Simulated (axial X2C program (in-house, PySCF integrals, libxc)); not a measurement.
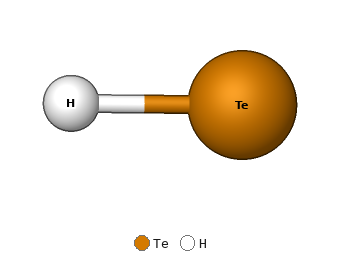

**Figure 1.** The molecule at the reference distance of 1.813 Å.

## Run report: TeH, relativistic diatomic calculation

- system: TeH, single determinant with M_S = 1/2 and |Λ| = 1.
- method: M06, spin-free X2C-1e, Te dyall-v3z, H dyall-v3z (cores contracted) (axial X2C program (in-house, PySCF integrals, libxc))

Log:
```
spin-free X2C-1e  M06
basis functions 111  fitting functions 286  grid points 5073
iter        total energy     max residual
   1      -6794.650598728     1.84e-01
   2      -6794.654239317     4.35e-03
   3      -6794.654269917     3.26e-03
   4      -6794.654398673     9.67e-04
   5      -6794.654412534     1.76e-04
   6      -6794.654412782     6.05e-05
   7      -6794.654412838     2.31e-05
   8      -6794.654412841     8.39e-06
   9      -6794.654412842     2.30e-06
converged
one-electron -9348.53364388  Coulomb 2716.09044068  exact exchange -46.56049059  xc functional -130.82844380  nuclear repulsion 15.17772475
```

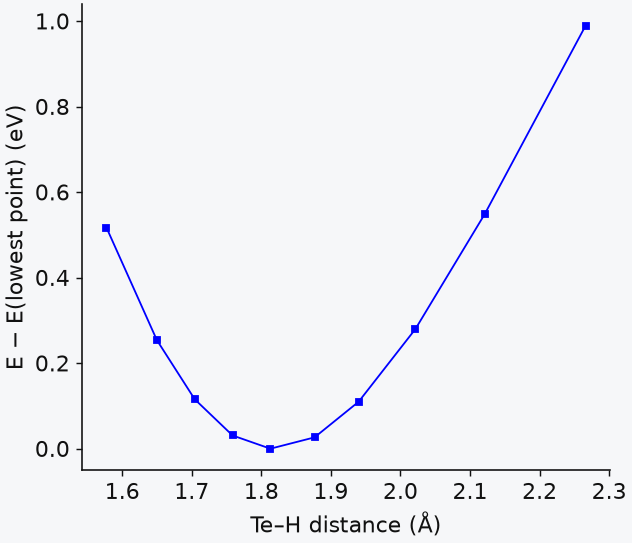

**Figure 2.** Energy at 10 bond lengths, for one set of occupations held fixed; the line joins the points. A polynomial of degree 6 through 9 points gives rₑ = 1.819 Å, ωₑ = 2134 cm⁻¹, ωₑxₑ = 57 cm⁻¹ and Bₑ = 5.097 cm⁻¹. The minimum lies 2.59 eV below Te + H, each computed as one determinant at the same level.

Input file:
```
{"zs": [52, 1], "q": 0, "bas": ["dyall-v3z", "dyall-v3z"], "levels": ["PBE0", "HF", "M06", "PW91"], "cc": false, "r0": 1.68, "npts": 10, "nst": 2, "ntry": 6, "opt": {"auxb": 6.0}}
```

The line is the task of a batch: nuclear charges, charge, bases, the levels to run, a first guess of the distance and further settings. This report covers M06 without spin-orbit coupling. The log is that of the reference distance 1.813 Å.

Launched within a batch (the task file carries these settings):
```bash
python <driver script> task.json out
```

Outcome:

| quantity | value |
| --- | --- |
| outcome | converged |
| bond length rₑ | 1.819 Å |
| ωₑ | 2134 cm⁻¹ |
| energy at the minimum | −6794.65442 hartree |
| depth below the fragments | 2.59 eV |
| largest ⟨S²⟩ along the curve | 0.76 |
| hardware | 1 CPU thread, shared host |
| wall time | 10 s |

What is odd here:

The input is odd on purpose: sparse fitting set (auxb = 6.0). The program ran to the end. Its numbers are those of the input as typed; this run alone doesn't show how far the oddity moves them.
